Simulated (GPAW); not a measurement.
**A Zr chain with one bond drawn out: a series of junctions**

Wanted: the trend of the zero-bias conductance over a family of junctions, a Zr chain with one bond drawn out.

Main program and level: GPAW 26.7.0; GPAW LCAO, PAW setups; Landauer transmission from Green's functions with principal layers (ASE), zero bias.

## (1) Starting point

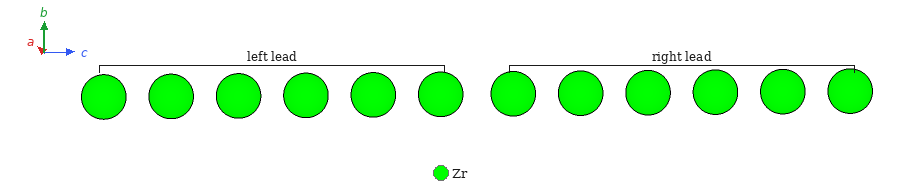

The cell as given, from the side, with the c axis across the page (zirconium green).

The cell holds 12 atoms: 12 Zr. Its edges and angles: a = 9.000 Å, b = 9.000 Å, c = 31.400 Å, α = 90.0°, β = 90.0°, γ = 90.0°. Regions: left lead, 6 atoms (6 Zr); right lead, 6 atoms (6 Zr). Vacuum lies along a and b. The structure is stacked along c, and the current runs across the ab planes.

## (2) Member of the series, stretch 0.2 Å

The structure changes from member to member while basis and functional stay, so that the trend is less open to errors of the level than any single value.

The input, run.py:

```python
import json
import numpy as np
from ase import Atoms
from ase.transport.calculators import TransportCalculator
from gpaw import GPAW, FermiDirac
from gpaw.lcao.tools import get_lcao_hamiltonian
from scipy.linalg import eigh

# The junction with lead layers at both ends, along the third cell vector
device = Atoms(
    ['Zr', 'Zr', 'Zr', 'Zr', 'Zr', 'Zr', 'Zr', 'Zr', 'Zr', 'Zr', 'Zr', 'Zr'],
    positions=[
        [4.50000, 4.50000, 1.30000],
        [4.50000, 4.50000, 3.90000],
        [4.50000, 4.50000, 6.50000],
        [4.50000, 4.50000, 9.10000],
        [4.50000, 4.50000, 11.70000],
        [4.50000, 4.50000, 14.30000],
        [4.50000, 4.50000, 17.10000],
        [4.50000, 4.50000, 19.70000],
        [4.50000, 4.50000, 22.30000],
        [4.50000, 4.50000, 24.90000],
        [4.50000, 4.50000, 27.50000],
        [4.50000, 4.50000, 30.10000]],
    cell=[[9.0, 0.0, 0.0], [0.0, 9.0, 0.0], [0.0, 0.0, 31.4]],
    pbc=True)

# One principal layer of the lead: the first 4 atoms of the device
lead = Atoms(
    ['Zr', 'Zr', 'Zr', 'Zr'],
    positions=[
        [4.50000, 4.50000, 1.30000],
        [4.50000, 4.50000, 3.90000],
        [4.50000, 4.50000, 6.50000],
        [4.50000, 4.50000, 9.10000]],
    cell=[[9.0, 0.0, 0.0], [0.0, 9.0, 0.0], [0.0, 0.0, 10.4]],
    pbc=True)

settings = dict(mode='lcao', basis='dzp', xc='PBE', h=0.2,
                occupations=FermiDirac(0.1), maxiter=250,
                mixer=dict(beta=0.1, nmaxold=8, weight=100.0),
                convergence=dict(density=0.0001))
energies = np.arange(-2, 2 + 1e-9, 0.05)
eta = 0.0001
n1, n2 = 1, 1
# k and -k transmit alike, so half of the mesh across the current serves
mesh = [(i, j) for i in range(n1) for j in range(n2) if (i, j) <= (-i % n1, -j % n2)]
weights = np.array([1 if (i, j) == (-i % n1, -j % n2) else 2 for i, j in mesh]) / (n1 * n2)

# [... helper functions left out ...]
fermi_lead = ground_state(lead, (1, 1, 11), 'lead.txt')
fermi_device = ground_state(device, (1, 1, 3), 'device.txt')
# [... loop over the mesh left out, but for ...]
        # Shift the lead onto the potential of the device's first layer
        shift = ((H[:, 0, 0] - H0[:, 0, 0]) / S0[0, 0]).real.mean()
# [...]
kT = 8.617333e-5 * 300
bias = [0.1, 0.2, 0.5, 1.0, 1.5, 2.0]
# [... integrals and printing left out ...]
```

Started as:

```console
> OMP_NUM_THREADS=1 OPENBLAS_NUM_THREADS=1 python run.py
```

The log of the run:

```text
basis functions: device 348, principal layer 116
Fermi level: lead -1.7892 eV, device -1.7943 eV; lead shifted by 0.0004 eV
largest coupling past the next layer 1.05e-05 eV, largest misfit of the first layer 0.018 eV
  E-E_F (eV)   T (one spin)  [channel counts left out]
    -2.000    9.9657e-01
    -1.950    9.9635e-01
    -1.900    9.9610e-01
    -1.850    9.9584e-01
    -1.800    9.9559e-01
    -1.750    9.9540e-01
    -1.700    9.9522e-01
    -1.650    9.9512e-01
    -1.600    9.9509e-01
    -1.550    1.2352e+00
    -1.500    1.8408e+00
    -1.450    2.1285e+00
    -1.400    2.2887e+00
    -1.350    2.3958e+00
    -1.300    2.4772e+00
    -1.250    2.5439e+00
[...]
1.650    2.9384e+00
     1.700    2.7944e+00
     1.750    2.5847e+00
     1.800    2.3033e+00
     1.850    1.9235e+00
     1.900    1.8402e+00
     1.950    1.8320e+00
     2.000    1.8220e+00
conductance at 300 K: 4.286 G0 a cell; thermopower -19.8 uV/K
current from the zero-bias T(E) at 0.1 V: 33.751 uA
current from the zero-bias T(E) at 0.2 V: 69.3 uA
current from the zero-bias T(E) at 0.5 V: 179.55 uA
current from the zero-bias T(E) at 1.0 V: 363.75 uA
current from the zero-bias T(E) at 1.5 V: 545.23 uA
current from the zero-bias T(E) at 2.0 V: 718.59 uA
```

Wall time 3.2 min (1 thread of Arm Neoverse V1, shared host); peak memory 1.2 GiB.

This step gave:

| Property | Result |
| --- | --- |
| conductance | 4.286 G₀ |
| largest coupling past the next principal layer | 1.05e-5 eV |
| largest misfit of the first principal layer | 0.01822 eV |
| shift that aligns the lead | 4.26e-4 eV |
| basis functions of the junction | 348 |
| basis functions of a principal layer | 116 |
| transmission at the Fermi level (one spin) | 3.810 |

One spin. Table of transmission, zone mean by energy, zero at the Fermi level:

```
energy (eV)  transmission, zone mean
    -2.0000                    0.997
    -1.7500                    0.995
    -1.5000                     1.84
    -1.2500                     2.54
    -1.0000                     3.09
    -0.7500                     3.66
    -0.5000                     3.76
    -0.2500                     3.80
     0.0000                     3.81
     0.2500                     5.74
     0.3000                     5.75
     0.5000                     5.71
     0.7500                     5.59
     1.0000                     5.37
     1.2500                     3.33
     1.5000                     3.15
     1.7500                     2.58
     2.0000                     1.82
```

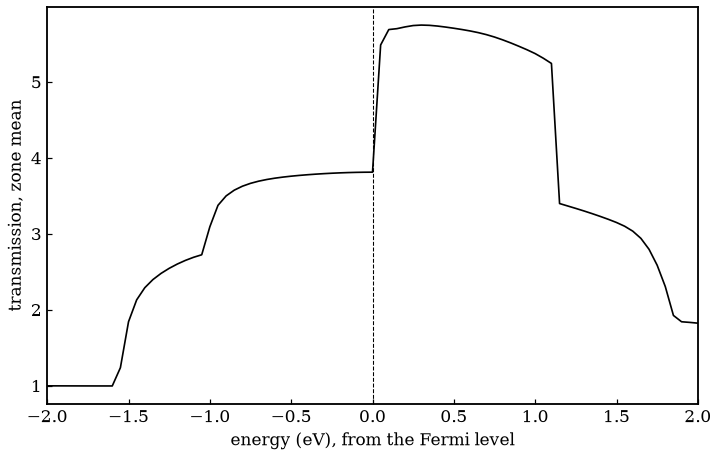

Transmission, zone mean against energy.

Not self-consistent under bias; the bias window is split evenly. Table of current through one cell, from the zero-bias transmission by bias:

```
bias (V)  current through one cell, from the zero-bias transmission (mA)
   0.100                                                          0.0338
   0.200                                                          0.0693
   0.500                                                           0.180
   1.000                                                           0.364
   1.500                                                           0.545
   2.000                                                           0.719
```

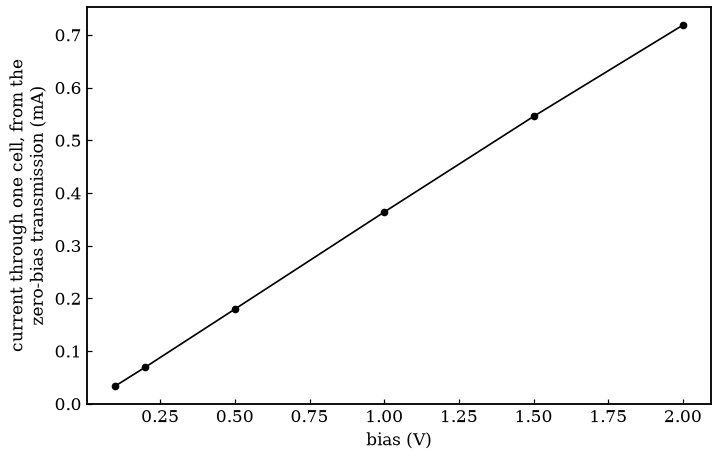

Current through one cell, from the zero-bias transmission, plotted against bias.

Transmission of the three most open eigenchannels against energy, zero at the Fermi level:

```
energy (eV)  channel 1  channel 2  channel 3
    -2.0000      0.997     5.3e-8    2.2e-11
    -1.7500      0.995     5.0e-8    2.1e-11
    -1.5000      0.995      0.423      0.423
    -1.2500      0.996      0.774      0.774
    -1.0000      0.995      0.878      0.878
    -0.7500      0.994      0.916      0.916
    -0.5000      0.996      0.929      0.929
    -0.2500      0.997      0.940      0.940
     0.0000      0.996      0.947      0.947
     0.2500      0.996      0.971      0.971
     0.5000      0.994      0.967      0.967
     0.7500      0.993      0.929      0.929
     1.0000      0.992      0.932      0.932
     1.2500      0.991      0.894      0.724
     1.5000      0.991      0.884      0.636
     1.7500      0.990      0.868      0.364
     2.0000      0.991      0.831     3.6e-8
```

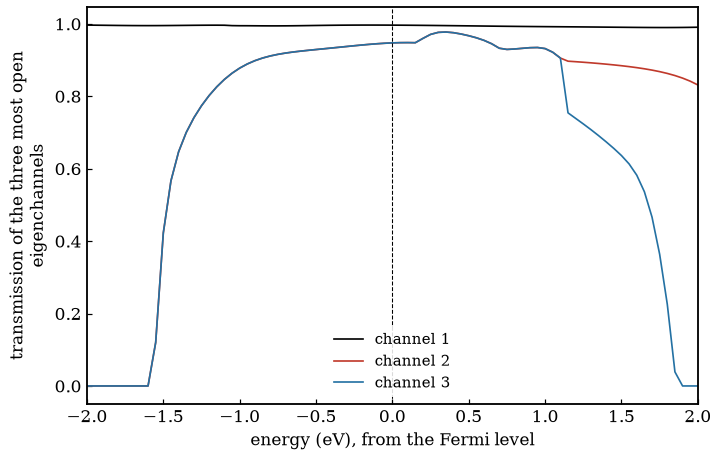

Transmission of the three most open eigenchannels against energy.

Couplings past the next layer reach 1.1e-5 eV, small enough to drop; the matrix elements of the cell's first layer differ from the bulk lead's by up to 0.018 eV. That layer keeps its own values in the calculation, and only beyond it is the lead taken as perfect. The Fermi levels of lead and junction count from different zeros of potential, one for each periodic cell; with both set to zero, the small remaining shift is what aligns them. By hand: G = 4.286 × 77.48 μS = 332 μS, a resistance of 3.01 kΩ; at 0.1 V a linear junction would pass 33.2 μA, and the integral over the bias window gives 33.8 μA.

## (3) Junction: stretch = 0.5

The cell differs from the one that the last finished run ended in (c 31.400 → 31.700 Å).

run.py: that of step 2 with these lines changed.

```diff
@@ -18,9 +18,9 @@
         [4.50000, 4.50000, 14.30000],
-        [4.50000, 4.50000, 17.10000],
-        [4.50000, 4.50000, 19.70000],
-        [4.50000, 4.50000, 22.30000],
-        [4.50000, 4.50000, 24.90000],
-        [4.50000, 4.50000, 27.50000],
-        [4.50000, 4.50000, 30.10000]],
-    cell=[[9.0, 0.0, 0.0], [0.0, 9.0, 0.0], [0.0, 0.0, 31.4]],
+        [4.50000, 4.50000, 17.40000],
+        [4.50000, 4.50000, 20.00000],
+        [4.50000, 4.50000, 22.60000],
+        [4.50000, 4.50000, 25.20000],
+        [4.50000, 4.50000, 27.80000],
+        [4.50000, 4.50000, 30.40000]],
+    cell=[[9.0, 0.0, 0.0], [0.0, 9.0, 0.0], [0.0, 0.0, 31.7]],
     pbc=True)
```

The log of the run:

```text
basis functions: device 348, principal layer 116
Fermi level: lead -1.7892 eV, device -1.8005 eV; lead shifted by -0.0030 eV
largest coupling past the next layer 1.05e-05 eV, largest misfit of the first layer 0.022 eV
  E-E_F (eV)   T (one spin)  [channel counts left out]
    -2.000    9.9830e-01
    -1.950    9.9842e-01
    -1.900    9.9828e-01
    -1.850    9.9791e-01
    -1.800    9.9737e-01
    -1.750    9.9673e-01
    -1.700    9.9605e-01
    -1.650    9.9543e-01
    -1.600    9.9490e-01
    -1.550    1.0055e+00
    -1.500    1.1006e+00
    -1.450    1.2240e+00
    -1.400    1.3353e+00
    -1.350    1.4283e+00
    -1.300    1.5085e+00
    -1.250    1.5825e+00
[...]
1.650    1.6781e+00
     1.700    1.6250e+00
     1.750    1.5682e+00
     1.800    1.5095e+00
     1.850    1.4325e+00
     1.900    1.4117e+00
     1.950    1.3986e+00
     2.000    1.3838e+00
conductance at 300 K: 3.2758 G0 a cell; thermopower -14.49 uV/K
current from the zero-bias T(E) at 0.1 V: 25.767 uA
current from the zero-bias T(E) at 0.2 V: 53.257 uA
current from the zero-bias T(E) at 0.5 V: 141.78 uA
current from the zero-bias T(E) at 1.0 V: 287.52 uA
current from the zero-bias T(E) at 1.5 V: 419.92 uA
current from the zero-bias T(E) at 2.0 V: 533.52 uA
```

The job ended after 3.5 min (1 thread; peak memory 1.2 GiB).

This step gave:

* conductance: 3.276 G₀
* largest misfit of the first principal layer: 0.02237 eV
* shift that aligns the lead: -0.002965 eV
* transmission at the Fermi level (one spin): 3.052

One spin. The transmission, zone mean by energy, zero at the Fermi level:

```
energy (eV)  transmission, zone mean
     -2.000                    0.998
     -1.800                    0.997
     -1.600                    0.995
     -1.400                     1.34
     -1.200                     1.65
     -1.000                     1.94
     -0.800                     2.48
     -0.600                     2.76
     -0.400                     2.92
     -0.200                     3.01
      0.000                     3.05
      0.200                     4.69
      0.250                     4.71
      0.400                     4.60
      0.600                     4.18
      0.800                     3.70
      1.000                     3.37
      1.200                     1.94
      1.400                     1.85
      1.600                     1.72
      1.800                     1.51
      2.000                     1.38
```

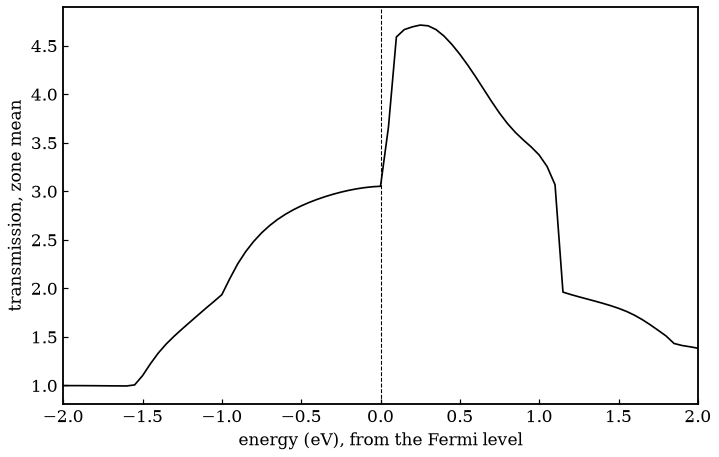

Transmission, zone mean against energy.

Not self-consistent under bias; the bias window is split evenly. Current through one cell, from the zero-bias transmission against bias:

```
bias (V)  current through one cell, from the zero-bias transmission (mA)
   0.100                                                          0.0258
   0.200                                                          0.0533
   0.500                                                           0.142
   1.000                                                           0.288
   1.500                                                           0.420
   2.000                                                           0.534
```

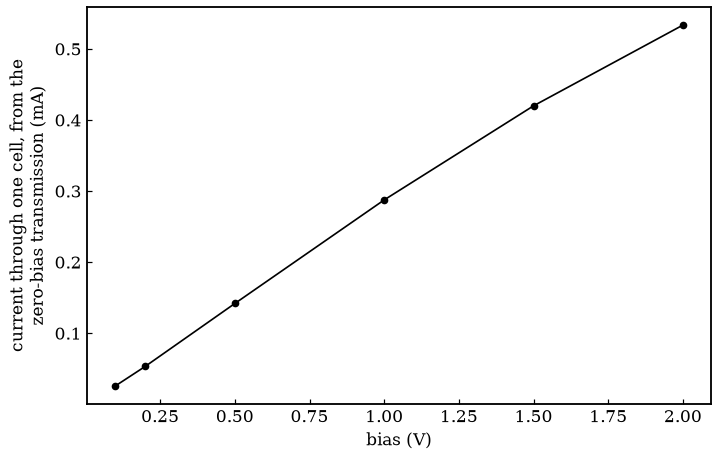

Current through one cell, from the zero-bias transmission against bias.

Table of transmission of the three most open eigenchannels by energy, zero at the Fermi level:

```
energy (eV)  channel 1  channel 2  channel 3
     -2.000      0.998     4.0e-8    4.5e-11
     -1.800      0.997     3.8e-8    4.3e-11
     -1.600      0.995     3.6e-8    4.0e-11
     -1.400      0.994      0.171      0.171
     -1.200      0.994      0.330      0.330
     -1.000      0.992      0.470      0.470
     -0.800      0.990      0.574      0.574
     -0.600      0.992      0.628      0.628
     -0.400      0.995      0.661      0.661
     -0.200      0.996      0.693      0.693
      0.000      0.995      0.719      0.719
      0.200      0.991      0.830      0.830
      0.400      0.987      0.819      0.819
      0.600      0.982      0.666      0.666
      0.800      0.978      0.661      0.661
      1.000      0.975      0.652      0.652
      1.200      0.973      0.541      0.211
      1.400      0.970      0.523      0.177
      1.600      0.968      0.500      0.128
      1.800      0.967      0.467     0.0379
      2.000      0.971      0.413     2.8e-8
```

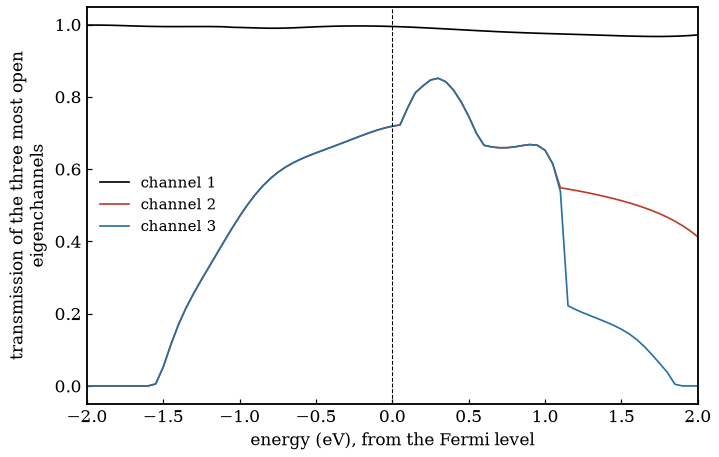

Transmission of the three most open eigenchannels against energy.

The conductance, 3.28 G₀, lies 24 % below that of the member before.

## (4) Member of the series: stretch = 0.8

The cell differs from the one that the last finished run ended in (c 31.700 → 32.000 Å).

run.py: that of step 3 with these lines changed.

```diff
@@ -18,9 +18,9 @@
         [4.50000, 4.50000, 14.30000],
-        [4.50000, 4.50000, 17.40000],
-        [4.50000, 4.50000, 20.00000],
-        [4.50000, 4.50000, 22.60000],
-        [4.50000, 4.50000, 25.20000],
-        [4.50000, 4.50000, 27.80000],
-        [4.50000, 4.50000, 30.40000]],
-    cell=[[9.0, 0.0, 0.0], [0.0, 9.0, 0.0], [0.0, 0.0, 31.7]],
+        [4.50000, 4.50000, 17.70000],
+        [4.50000, 4.50000, 20.30000],
+        [4.50000, 4.50000, 22.90000],
+        [4.50000, 4.50000, 25.50000],
+        [4.50000, 4.50000, 28.10000],
+        [4.50000, 4.50000, 30.70000]],
+    cell=[[9.0, 0.0, 0.0], [0.0, 9.0, 0.0], [0.0, 0.0, 32.0]],
     pbc=True)
```

The log of the run:

```text
basis functions: device 348, principal layer 116
Fermi level: lead -1.7892 eV, device -1.8082 eV; lead shifted by -0.0020 eV
largest coupling past the next layer 1.05e-05 eV, largest misfit of the first layer 0.034 eV
  E-E_F (eV)   T (one spin)  [channel counts left out]
    -2.000    9.5675e-01
    -1.950    9.6706e-01
    -1.900    9.7564e-01
[...]
1.950    1.1576e+00
     2.000    1.1508e+00
conductance at 300 K: 2.3333 G0 a cell; thermopower -11.92 uV/K
current from the zero-bias T(E) at 0.1 V: 18.325 uA
current from the zero-bias T(E) at 0.2 V: 37.861 uA
current from the zero-bias T(E) at 0.5 V: 101.39 uA
current from the zero-bias T(E) at 1.0 V: 202.87 uA
current from the zero-bias T(E) at 1.5 V: 288.46 uA
current from the zero-bias T(E) at 2.0 V: 361.09 uA
```

The job ended after 3.1 min (1 thread; peak memory 1.2 GiB).

The conductance, 2.33 G₀, lies 29 % below that of the member before.

## (5) Junction: stretch = 1.2

The cell differs from the one that the last finished run ended in (c 32.000 → 32.400 Å).

run.py: that of step 4 with these lines changed.

```diff
@@ -18,9 +18,9 @@
         [4.50000, 4.50000, 14.30000],
-        [4.50000, 4.50000, 17.70000],
-        [4.50000, 4.50000, 20.30000],
-        [4.50000, 4.50000, 22.90000],
-        [4.50000, 4.50000, 25.50000],
-        [4.50000, 4.50000, 28.10000],
-        [4.50000, 4.50000, 30.70000]],
-    cell=[[9.0, 0.0, 0.0], [0.0, 9.0, 0.0], [0.0, 0.0, 32.0]],
+        [4.50000, 4.50000, 18.10000],
+        [4.50000, 4.50000, 20.70000],
+        [4.50000, 4.50000, 23.30000],
+        [4.50000, 4.50000, 25.90000],
+        [4.50000, 4.50000, 28.50000],
+        [4.50000, 4.50000, 31.10000]],
+    cell=[[9.0, 0.0, 0.0], [0.0, 9.0, 0.0], [0.0, 0.0, 32.4]],
     pbc=True)
```

The log of the run:

```text
basis functions: device 348, principal layer 116
Fermi level: lead -1.7892 eV, device -1.8205 eV; lead shifted by -0.0021 eV
largest coupling past the next layer 1.05e-05 eV, largest misfit of the first layer 0.043 eV
  E-E_F (eV)   T (one spin)  [channel counts left out]
    -2.000    6.7537e-01
    -1.950    7.1640e-01
    -1.900    7.5505e-01
[...]
1.950    1.0506e+00
     2.000    1.0497e+00
conductance at 300 K: 1.5268 G0 a cell; thermopower -7.309 uV/K
current from the zero-bias T(E) at 0.1 V: 11.926 uA
current from the zero-bias T(E) at 0.2 V: 24.355 uA
current from the zero-bias T(E) at 0.5 V: 63.903 uA
current from the zero-bias T(E) at 1.0 V: 126.23 uA
current from the zero-bias T(E) at 1.5 V: 180.89 uA
current from the zero-bias T(E) at 2.0 V: 230.58 uA
```

Elapsed: 2.3 min, on 1 thread; peak memory 1.2 GiB.

The conductance, 1.53 G₀, lies 35 % below that of the member before.

## (6) Junction: stretch = 1.6

The cell differs from the one that the last finished run ended in (c 32.400 → 32.800 Å).

run.py: that of step 5 with these lines changed.

```diff
@@ -18,9 +18,9 @@
         [4.50000, 4.50000, 14.30000],
-        [4.50000, 4.50000, 18.10000],
-        [4.50000, 4.50000, 20.70000],
-        [4.50000, 4.50000, 23.30000],
-        [4.50000, 4.50000, 25.90000],
-        [4.50000, 4.50000, 28.50000],
-        [4.50000, 4.50000, 31.10000]],
-    cell=[[9.0, 0.0, 0.0], [0.0, 9.0, 0.0], [0.0, 0.0, 32.4]],
+        [4.50000, 4.50000, 18.50000],
+        [4.50000, 4.50000, 21.10000],
+        [4.50000, 4.50000, 23.70000],
+        [4.50000, 4.50000, 26.30000],
+        [4.50000, 4.50000, 28.90000],
+        [4.50000, 4.50000, 31.50000]],
+    cell=[[9.0, 0.0, 0.0], [0.0, 9.0, 0.0], [0.0, 0.0, 32.8]],
     pbc=True)
```

The log of the run:

```text
basis functions: device 348, principal layer 116
Fermi level: lead -1.7892 eV, device -1.8336 eV; lead shifted by -0.0029 eV
largest coupling past the next layer 1.05e-05 eV, largest misfit of the first layer 0.051 eV
  E-E_F (eV)   T (one spin)  [channel counts left out]
    -2.000    3.2285e-01
    -1.950    3.6086e-01
    -1.900    4.0093e-01
[...]
1.950    1.0224e+00
     2.000    1.0215e+00
conductance at 300 K: 1.1245 G0 a cell; thermopower -4.208 uV/K
current from the zero-bias T(E) at 0.1 V: 8.7414 uA
current from the zero-bias T(E) at 0.2 V: 17.634 uA
current from the zero-bias T(E) at 0.5 V: 44.971 uA
current from the zero-bias T(E) at 1.0 V: 89.346 uA
current from the zero-bias T(E) at 1.5 V: 131.66 uA
current from the zero-bias T(E) at 2.0 V: 172.29 uA
```

It took 2.1 min on 1 thread; peak memory 1.2 GiB.

The conductance, 1.12 G₀, lies 26 % below that of the member before.

(Continued in part 2 of 2.)

[Logs are printed without paths, hosts, clocks, repeated set-up lines and the standing remarks that a program may print on its own settings, such as how far it seeks lower states.]

[Hosts, paths, dates, database ids (printed as entryN), source tags and the programs' standing remarks are cut or masked in the printed files.]
